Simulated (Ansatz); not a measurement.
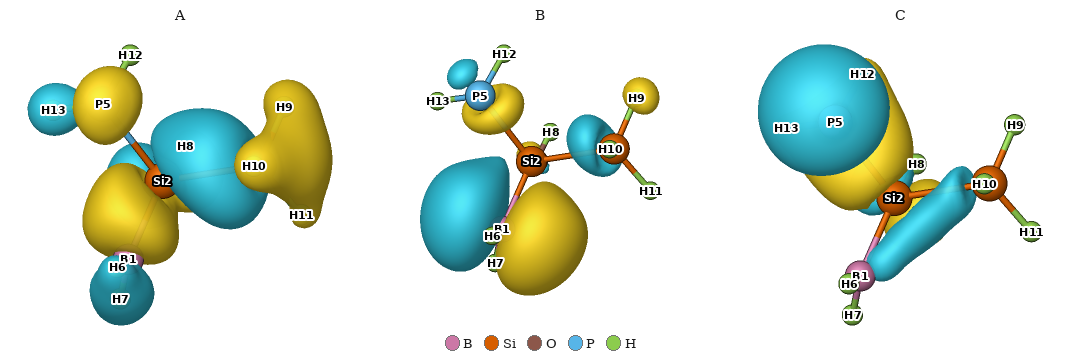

The picture shows: BH8OPSi2. Three frontier orbitals at ±0.08 Å⁻³ᐟ² (yellow and cyan are the two phases), in no order.

The calculation used RKS PBE0/6-31G in Ansatz.

The calculation's input:

```
crystal:
  periodic: [false, false, false]
  atoms:
    - { symbol: B, position_ang: [-1.2283, 1.3335, 0.949] }
    - { symbol: Si, position_ang: [-0.2103, 0.2095, -0.1831] }
    - { symbol: O, position_ang: [-1.1232, -0.1858, -1.6122] }
    - { symbol: Si, position_ang: [0.3609, -1.6393, 0.9426] }
    - { symbol: P, position_ang: [1.6639, 1.2401, -0.7569] }
    - { symbol: H, position_ang: [-1.5625, 1.0616, 2.0325] }
    - { symbol: H, position_ang: [-1.6104, 2.4261, 0.527] }
    - { symbol: H, position_ang: [-0.445, -0.7562, -2.1236] }
    - { symbol: H, position_ang: [1.1055, -2.5136, 0.1385] }
    - { symbol: H, position_ang: [1.0429, -1.2964, 2.1818] }
    - { symbol: H, position_ang: [-0.9682, -2.3361, 1.3423] }
    - { symbol: H, position_ang: [2.0431, 0.2658, -1.7223] }
    - { symbol: H, position_ang: [0.952, 2.1562, -1.7009] }
basis:
  gaussian: { orbitals: "6-31G" }
hamiltonian:
  xc: pbe0
relax:
  f_tol: 0.015
  max_steps: 40
output:
  orbitals: {}
```

Command:

```sh
ansatz run input.yaml --threads 1 --pin off --max-ram 2048MiB --backend cpu --events-out ev --progress --plain --runs-dir out
```

The fields are those of the relaxed geometry.

Which picture is the HOMO−1, the HOMO and the LUMO?

A is the HOMO−1 (−7.77 eV). By Hirshfeld shares it lies mainly on O3 (about 25 %), Si4 (about 20 %), Si2 (about 20 %) and B1 (about 10 %). C is the HOMO (−7.14 eV). Its weight (Hirshfeld) is mainly on P5 (about 60 %), O3 (about 15 %) and Si2 (about 10 %). B is the LUMO (−2.47 eV). Its weight (Hirshfeld) is mainly on B1 (about 60 %).

What is the HOMO–LUMO gap?

4.67 eV between the orbital energies.
